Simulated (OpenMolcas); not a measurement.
# SnSiH5O (SMILES [SiH3][O][SnH2]): levels of theory compared

Aim: a comparison of 3 runs (UHF/3-21G, U-revPBE/def2-SVPD, UTPSS/def2-SVPD) of SnSiH5O. 

Program for the calculation: OpenMolcas 26.06.

### Step 1. Starting point

The species is SnSiH5O (8 atoms), meant as a doublet with charge 0. As SMILES, `[SiH3][O][SnH2]`. The shape is that of a PBE0-D4/def2-TZVP optimisation. This is one conformer, not always the lowest.

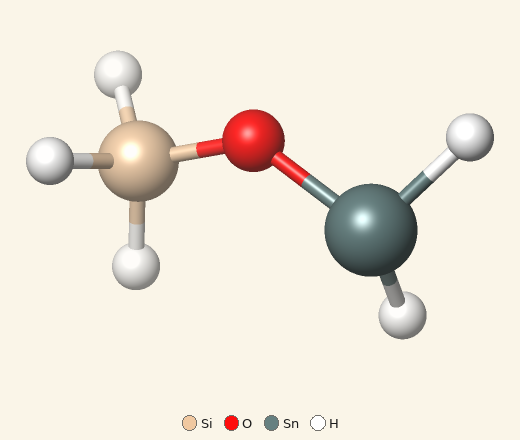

The structure, seen from a chosen angle (silicon light orange, oxygen red, tin teal, hydrogen white).

### Step 2. Energy and gradient at UHF/3-21G (run 1)

Contents of run.inp:

```
* H5OSiSn Hartree-Fock

&GATEWAY
  BasLib=$CurrDir
  Coord
  8
  angstrom
  Si      -0.737900       1.075100      -0.480800
  O        0.586900       0.306200       0.078800
  Sn       0.956500      -1.332100       1.108000
  H       -1.877900       0.127700      -0.658800
  H       -0.424600       1.696400      -1.794600
  H       -1.173500       2.142300       0.461900
  H        2.665400      -1.489100       0.950500
  H        0.097400      -2.583700       0.279200
  Basis=3-21G
  Group=NoSym

&SEWARD

&SCF
  UHF
  Spin=2
  Thresholds=1e-10 1e-07 1e-07 1e-05
  PrOrbitals=1

&ALASKA
```

The basis set 3-21G is read from a file made from the Basis Set Exchange's data (not shown).

Launch:

```sh
$ export MOLCAS_MEM=1860
$ pymolcas run.inp > run.log
```

The log of the run:

```text
--- Start Module: gateway ---
[...]
--- Stop Module: gateway /rc=_RC_ALL_IS_WELL_ ---
[...]
      Basis functions           63
[...]
--- Start Module: scf ---
[...]
       Convergence after  16 Iterations
[...]
::    Total SCF energy                              -6361.0348591177
[...]
      Total spin, S                                     0.5012788233
[...]
      Total electronic charge=   77.000000
      Total            charge=   -0.000000
[...]
      Dipole Moment (debye):
      Origin of the operator (angstrom)=    0.6081   -0.7392    0.7098
                   X= -3.3264E-01               Y= -1.5560E+00               Z=  1.8419E+00           Total=  2.4340E+00
      Quadrupole Moment (debye*angstrom):
[...]
--- Stop Module: scf /rc=_RC_ALL_IS_WELL_ ---
[...]
--- Start Module: alaska ---
[...]
 *              Molecular gradients               *
 **************************************************
  Irreducible representation: a
 ------------------------------------------------------------------------------------------
                              X                       Y                       Z
 ------------------------------------------------------------------------------------------
  SI1               7.16576742603436E-03   -1.86069296630826E-02    1.27652697672787E-02
  O2               -8.94891792717800E-03    3.00566389798966E-02   -2.13828053221903E-02
  SN3              -4.16732384515406E-03   -1.87534277491039E-02    8.87295342229777E-03
  H4                1.67357470642227E-03   -7.07283927708247E-04   -3.55450926066148E-05
  H5                4.12196666685394E-03   -1.05057429162203E-03    2.18191385189748E-04
  H6                2.85694521455726E-03    7.40654302715527E-05    7.20601378059182E-04
  H7               -5.04562028505262E-03    3.62327480433788E-03   -2.18970155102405E-03
  H8                2.34360804353528E-03    5.36423641702743E-03    1.03103601302745E-03
[...]
--- Stop Module: alaska /rc=_RC_ALL_IS_WELL_ ---
[...]
```

It took 7.2 s on 1 thread of AMD EPYC 7R43 (Zen 3), shared host; peak memory 0.4 GiB.

### Step 3. Energy and forces at U-revPBE/def2-SVPD (core potential) (run 2)

Contents of mol.inp:

```
>>> EXPORT MOLCAS_PRINT=2

&GATEWAY
  BasLib
  $CurrDir
  Coord
  8
  angstrom
  Si      -0.737900       1.075100      -0.480800
  O        0.586900       0.306200       0.078800
  Sn       0.956500      -1.332100       1.108000
  H       -1.877900       0.127700      -0.658800
  H       -0.424600       1.696400      -1.794600
  H       -1.173500       2.142300       0.461900
  H        2.665400      -1.489100       0.950500
  H        0.097400      -2.583700       0.279200
  Basis
  def2-SVPD
  Group
  NoSym

&SEWARD
  GridInput
  Grid=UltraFine
  End of Grid

&SCF
  UHF
  Spin
  2
  KSDFT
  revPBE
  Thresholds
  1e-10 1e-07 1e-07 1e-05
  PrOrbitals
  1

&ALASKA
```

The basis set def2-SVPD is read from a file made from the Basis Set Exchange's data (not shown).

Launch:

```sh
$ export MOLCAS_MEM=1860
$ pymolcas mol.inp > mol.log
```

The log of the run:

```text
--- Start Module: gateway ---
[...]
--- Stop Module: gateway /rc=_RC_ALL_IS_WELL_ ---
[...]
      Basis functions          119
[...]
--- Start Module: scf ---
[...]
       Convergence after  17 Iterations
[...]
::    Total KS-DFT energy                            -581.8219536393
[...]
      Total spin, S                                     0.5007696145
[...]
      Dipole Moment (debye):
      Origin of the operator (angstrom)=    0.6081   -0.7392    0.7098
                   X=  2.1906E-01               Y= -1.3041E+00               Z=  1.0727E+00           Total=  1.7028E+00
      Quadrupole Moment (debye*angstrom):
[...]
--- Stop Module: scf /rc=_RC_ALL_IS_WELL_ ---
[...]
--- Start Module: alaska ---
[...]
 *              Molecular gradients               *
 **************************************************
  Irreducible representation: a
 ------------------------------------------------------------------------------------------
                              X                       Y                       Z
 ------------------------------------------------------------------------------------------
  SI1               2.26319190159625E-02   -1.25579823092234E-02    8.97681078009605E-03
  O2               -2.25697547289485E-02   -5.93126473181238E-03    2.60183363063979E-03
  SN3              -1.60102255653083E-03    1.63984468965328E-02   -1.91839941835070E-02
  H4                5.12326523032414E-03    3.72386253294987E-03    1.05245379636520E-03
  H5               -1.60630565091729E-03   -2.77522612613712E-03    5.76320619850534E-03
  H6                1.84453206456059E-03   -4.82394367754502E-03   -4.00567718599687E-03
  H7               -6.99072716123705E-03    6.85611763241334E-04    1.11670306135563E-03
  H8                3.16809378675842E-03    5.28049565200028E-03    3.67866390248395E-03
[...]
--- Stop Module: alaska /rc=_RC_ALL_IS_WELL_ ---
[...]
```

It took 1.9 min on 1 thread of AMD EPYC 7R43 (Zen 3), shared host; peak memory 0.75 GiB.

### Step 4. A single-point energy at UTPSS/def2-SVPD (core potential) (run 3)

Contents of geom.xyz:

```xyz
8

Si    -0.737900     1.075100    -0.480800
O      0.586900     0.306200     0.078800
Sn     0.956500    -1.332100     1.108000
H     -1.877900     0.127700    -0.658800
H     -0.424600     1.696400    -1.794600
H     -1.173500     2.142300     0.461900
H      2.665400    -1.489100     0.950500
H      0.097400    -2.583700     0.279200
```

Contents of job.inp:

```
>>> EXPORT MOLCAS_PRINT=2

&GATEWAY
  BasLib
  $CurrDir
  Coord
  geom.xyz
  Basis
  def2-SVPD
  Group
  NoSym

&SEWARD
  GridInput
  Grid=UltraFine
  End of Grid

&SCF
  UHF
  Spin
  2
  KSDFT
  2
  1.0 MGGA_X_TPSS
  1.0 MGGA_C_TPSS
  Thresholds
  1e-10 1e-07 1e-07 1e-05
  PrOrbitals
  0
```

The basis set def2-SVPD is read from a file made from the Basis Set Exchange's data (not shown).

Launch:

```sh
$ export MOLCAS_MEM=1860
$ pymolcas job.inp > job.log
```

The log of the run:

```text
--- Start Module: gateway ---
[...]
--- Stop Module: gateway /rc=_RC_ALL_IS_WELL_ ---
--- Start Module: seward ---
[...]
      Basis functions          119
--- Stop Module: seward /rc=_RC_ALL_IS_WELL_ ---
[...]
--- Start Module: scf ---
[...]
       Convergence after  19 Iterations
[...]
::    Total KS-DFT energy                            -581.8235130982
[...]
      Total spin, S                                     0.5010008024
[...]
      Total electronic charge=   49.000000
      Total            charge=   -0.000000
[...]
      Dipole Moment (debye):
      Origin of the operator (angstrom)=    0.6081   -0.7392    0.7098
                   X=  1.9217E-01               Y= -1.2906E+00               Z=  1.0964E+00           Total=  1.7043E+00
      Quadrupole Moment (debye*angstrom):
[...]
--- Stop Module: scf /rc=_RC_ALL_IS_WELL_ ---
[...]
```

It took 2.7 min on 1 thread of AMD EPYC 7R43 (Zen 3), shared host; peak memory 0.75 GiB.

### Step 5. All runs side by side

```csv
run,level,integration grid,task,energy (Eh),dipole moment (D),HOMO energy (eV),LUMO energy (eV),wall time
1,UHF/3-21G,–,gradient,-6361.034859,2.43,-8.69,0.12,7.2 s
2,U-revPBE/def2-SVPD (core potential),UltraFine,gradient,-581.821954,1.70,-5.31,-4.17,1.9 min
3,UTPSS/def2-SVPD (core potential),UltraFine,energy,-581.823513,1.70,-5.47,-4.21,2.7 min
```

### Step 6. Summary of results

| quantity | value |
| --- | --- |
| run 3: total energy | -581.82351 Eh |
| run 3: dipole moment | 1.70 D |
| run 3: HOMO energy (highest over α and β) | -5.47 eV |
| run 3: LUMO energy (lowest over α and β) | -4.21 eV |
| run 3: ⟨S²⟩ | 0.752 |

The dipole moment (its size) runs from 1.70 D (U-revPBE/def2-SVPD) to 2.43 D (UHF/3-21G). The two ends differ in method and basis and core potential. Totals of different functionals can't be ranked against each other. Some runs of one species differ in core potentials or relativity; totals across that change don't compare. In run 1 relativity is left out where basis or elements ask for it. All runs together took 4.7 min, the longest 2.7 min.
